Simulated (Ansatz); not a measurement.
**CCSDT/STO-3G run of GeO (SMILES [O]=[Ge])**

Aim: the energy change on altering one bond length of GeO at CCSDT/STO-3G, from 2 runs. 

The results are computed with Ansatz 0.2.0.

69 further runs of the same task are left out: 29 that didn't finish, 40 set aside as unsound or not needed.

**1. The system as given**

GeO: 2 atoms, total charge 0, spin state singlet. As SMILES, `[O]=[Ge]`. Geometry: a GFN2-xTB relaxation, a rough one for these elements and not checked as a minimum.

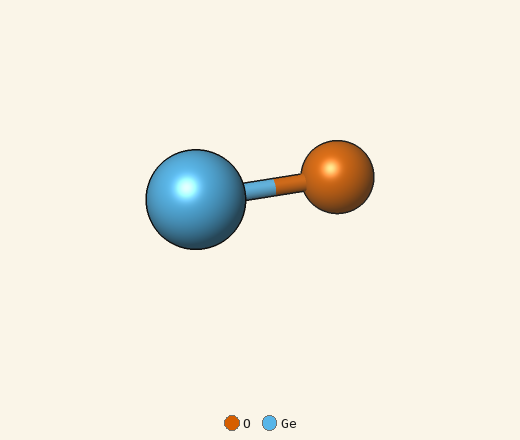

The structure, seen from a chosen angle (oxygen orange, germanium blue).

**2. The energy at CCSDT/STO-3G**

The input, run.yaml:

```yaml
basis:
  gaussian:
    orbitals: STO-3G
crystal:
  periodic: [false, false, false]
  atoms:
    - {symbol: O, position_ang: [0.000000, 0.000000, 0.000000]}
    - {symbol: Ge, position_ang: [0.000000, 0.000000, 1.576490]}
correlation:
  method: ccsdt
  frozen_orbitals: {Ge: 9, O: 1}
accuracy: high
scf:
  omitted_lower_state_checks: [cluster_reference, increment]
```

Started as:

```console
ansatz run run.yaml --threads 1 --pin off --max-ram 2610MiB --events-out events.jsonl --progress --plain --runs-dir runs
```

The program printed:

```text
Warning: RAYON_NUM_THREADS=1 ignored (pool sized by the plan → 1); use --threads N
Functional definition: HF
  name "HF"
  exchange = exact_x
  correlation = 0
these checks for a lower state are left out or cut short: cluster_reference, increment
303 factors; integrals over basis functions are off by at most 2.6e-8 eV
mean field evaluation 1: about -57834.5185 eV, gradient 3.2e1 eV
mean field evaluation 2: about -57834.5592 eV, gradient 3.2e1 eV
mean field evaluation 4: about -57839.3455 eV, gradient 4.8e0 eV
mean field evaluation 8: about -57839.4176 eV, gradient 2.7e-5 eV
mean field -57839.41543500 eV, -2125.5593122722 hartree, gradient 3.2e-8 eV, S^2 0.000000; 0 other end points of the search recorded, 0 dependent functions left out; unrestricted orbitals would lower it
10 core orbitals not correlated: weight in the atoms' cores, before any rotation towards them, 1.000 or more for the frozen orbitals, at most 0.000 for the correlated occupied ones
reference -57839.41543500 eV, -2125.5593122722 hartree; 10, 10 occupied and 3, 3 virtual orbitals, 303 factors
second order -4.15403438 eV of doubles, -0.00000000 eV of singles
cycle   1  -2.98691643 eV  change     1.2e0 eV  update   2.6e-1
cycle   2  -3.95376406 eV  change   -9.7e-1 eV  update   2.7e-1
cycle   3  -4.25884791 eV  change   -3.1e-1 eV  update   2.7e-2
cycle   4  -4.19078291 eV  change    6.8e-2 eV  update   2.0e-2
cycle   5  -4.18887647 eV  change    1.9e-3 eV  update   3.4e-3
cycle   6  -4.19523081 eV  change   -6.4e-3 eV  update   2.0e-3
cycle   7  -4.19564774 eV  change   -4.2e-4 eV  update   5.6e-4
cycle   8  -4.19541139 eV  change    2.4e-4 eV  update   2.0e-4
cycle   9  -4.19535327 eV  change    5.8e-5 eV  update   9.6e-5
cycle  10  -4.19530250 eV  change    5.1e-5 eV  update   3.4e-5
cycle  11  -4.19530866 eV  change   -6.2e-6 eV  update   1.4e-5
cycle  12  -4.19530646 eV  change    2.2e-6 eV  update   6.1e-6
cycle  13  -4.19530713 eV  change   -6.7e-7 eV  update   2.2e-6
cycle  14  -4.19530742 eV  change   -2.9e-7 eV  update   1.1e-6
cycle  15  -4.19530800 eV  change   -5.8e-7 eV  update   3.9e-7
cycle  16  -4.19530794 eV  change    5.2e-8 eV  update   1.5e-7
cycle  17  -4.19530789 eV  change    5.1e-8 eV  update   4.0e-8
cycle  18  -4.19530696 eV  change    9.3e-7 eV  update   1.5e-7
cycle  19  -4.19530697 eV  change   -3.5e-9 eV  update   7.1e-8
cycle  20  -4.19530688 eV  change    8.3e-8 eV  update   3.9e-8
cycle  21  -4.19530686 eV  change    1.8e-8 eV  update   3.0e-8
cycle  22  -4.19530689 eV  change   -2.9e-8 eV  update   1.1e-8
cycle  23  -4.19530690 eV  change   -4.7e-9 eV  update   4.2e-9
cycle  24  -4.19530690 eV  change  -3.3e-10 eV  update   2.4e-9
Total energy: -57843.61074190 eV, -2125.7134869571 hartree
Checks for a lower state left out: cluster_reference, increment
```

Wall time 0.42 s (1 thread of Arm Neoverse V1, shared host).

**3. The distorted shape at the same level**

The input, in.yaml:

```yaml
crystal:
  periodic: [false, false, false]
  atoms:
    - {symbol: O, position_ang: [0.000000, 0.000000, -0.394110]}
    - {symbol: Ge, position_ang: [0.000000, 0.000000, 1.576490]}
basis:
  gaussian:
    orbitals: STO-3G
correlation:
  method: ccsdt
  frozen_orbitals: {Ge: 9, O: 1}
accuracy: high
scf:
  omitted_lower_state_checks: [cluster_reference, increment]
```

Started as:

```console
ansatz run in.yaml --threads 1 --pin off --max-ram 2610MiB --events-out events.jsonl --progress --plain --runs-dir runs
```

The program printed:

```text
Warning: RAYON_NUM_THREADS=1 ignored (pool sized by the plan → 1); use --threads N
Functional definition: HF
  name "HF"
  exchange = exact_x
  correlation = 0
these checks for a lower state are left out or cut short: cluster_reference, increment
294 factors; integrals over basis functions are off by at most 2.3e-8 eV
mean field evaluation 1: about -57824.6628 eV, gradient 4.2e1 eV
mean field evaluation 2: about -57824.6986 eV, gradient 4.2e1 eV
mean field evaluation 4: about -57835.2289 eV, gradient 4.5e0 eV
mean field evaluation 8: about -57835.3780 eV, gradient 5.1e-1 eV
mean field evaluation 16: about -57834.3259 eV, gradient 6.6e0 eV
mean field evaluation 32: about -57832.0554 eV, gradient 8.1e0 eV
mean field -57835.37095146 eV, -2125.4106802437 hartree, gradient 5.0e-8 eV, S^2 0.000000; 4 other end points of the search recorded, 0 dependent functions left out; unrestricted orbitals would lower it
10 core orbitals not correlated: weight in the atoms' cores, before any rotation towards them, 1.000 or more for the frozen orbitals, at most 0.000 for the correlated occupied ones
reference -57835.37095146 eV, -2125.4106802437 hartree; 10, 10 occupied and 3, 3 virtual orbitals, 294 factors
second order -5.42434407 eV of doubles, -0.00000000 eV of singles
cycle   1  -2.07437443 eV  change     3.3e0 eV  update   6.1e-1
cycle   2  -5.20642055 eV  change    -3.1e0 eV  update    1.0e0
cycle   3  -6.15047258 eV  change   -9.4e-1 eV  update   1.3e-1
cycle   4  -5.77638449 eV  change    3.7e-1 eV  update   1.1e-1
cycle   5  -5.84175806 eV  change   -6.5e-2 eV  update   3.4e-2
cycle   6  -5.86466531 eV  change   -2.3e-2 eV  update   1.9e-2
cycle   7  -5.89004747 eV  change   -2.5e-2 eV  update   5.6e-3
cycle   8  -5.90660908 eV  change   -1.7e-2 eV  update   6.0e-3
cycle   9  -5.89611880 eV  change    1.0e-2 eV  update   2.6e-3
cycle  10  -5.89707176 eV  change   -9.5e-4 eV  update   5.0e-4
cycle  11  -5.89969083 eV  change   -2.6e-3 eV  update   8.7e-4
cycle  12  -5.89965307 eV  change    3.8e-5 eV  update   7.5e-5
cycle  13  -5.89943942 eV  change    2.1e-4 eV  update   5.8e-5
cycle  14  -5.89945992 eV  change   -2.0e-5 eV  update   1.4e-5
cycle  15  -5.89945204 eV  change    7.9e-6 eV  update   6.6e-6
cycle  16  -5.89945181 eV  change    2.4e-7 eV  update   3.9e-6
cycle  17  -5.89945192 eV  change   -1.2e-7 eV  update   2.2e-6
cycle  18  -5.89945294 eV  change   -1.0e-6 eV  update   1.0e-6
cycle  19  -5.89945350 eV  change   -5.6e-7 eV  update   4.4e-7
cycle  20  -5.89944949 eV  change    4.0e-6 eV  update   5.4e-7
cycle  21  -5.89944908 eV  change    4.1e-7 eV  update   4.5e-7
cycle  22  -5.89944925 eV  change   -1.7e-7 eV  update   2.3e-7
cycle  23  -5.89944904 eV  change    2.0e-7 eV  update   8.4e-8
cycle  24  -5.89944903 eV  change    9.6e-9 eV  update   2.5e-8
cycle  25  -5.89944901 eV  change    2.0e-8 eV  update   1.3e-8
cycle  26  -5.89944902 eV  change   -1.0e-8 eV  update   1.0e-8
cycle  27  -5.89944903 eV  change   -1.8e-9 eV  update   4.4e-9
cycle  28  -5.89944902 eV  change    4.5e-9 eV  update   3.1e-9
cycle  29  -5.89944902 eV  change   -1.9e-9 eV  update   2.0e-9
Total energy: -57841.27040048 eV, -2125.6274809966 hartree
Checks for a lower state left out: cluster_reference, increment
```

Wall time 0.52 s (1 thread of Arm Neoverse V1, shared host).

**4. Summary of results**

Level: CCSDT/STO-3G, 10 core orbitals frozen.

| quantity | value |
| --- | --- |
| first shape: total energy | -2125.71349 Eh |
| first shape: correlation energy (10 core orbitals frozen) | -154.2 mEh |
| first shape: T1 diagnostic | 0.022 |
| distorted shape: total energy | -2125.62748 Eh |
| distorted shape: correlation energy (10 core orbitals frozen) | -216.8 mEh |
| distorted shape: T1 diagnostic | 0.076 |
| energy change with the O1–Ge2 bond stretched from 1.576 to 1.971 Å | 2.340 eV |

With the O1–Ge2 bond stretched from 1.576 to 1.971 Å the energy rises by 2.34 eV (54 kcal/mol). The first shape isn't relaxed at this level, so the change isn't measured from a minimum. The minimal basis adds a large error of its own. The T1 diagnostic (first shape) of 0.022 is above the customary mark for such species, so a single reference may not serve. The restricted solution (first shape) is unstable to spin breaking: an unrestricted one lies lower. The T1 diagnostic (distorted shape) of 0.076 is above the customary mark for such species, so a single reference may not serve. The restricted solution (distorted shape) is unstable to spin breaking: an unrestricted one lies lower.
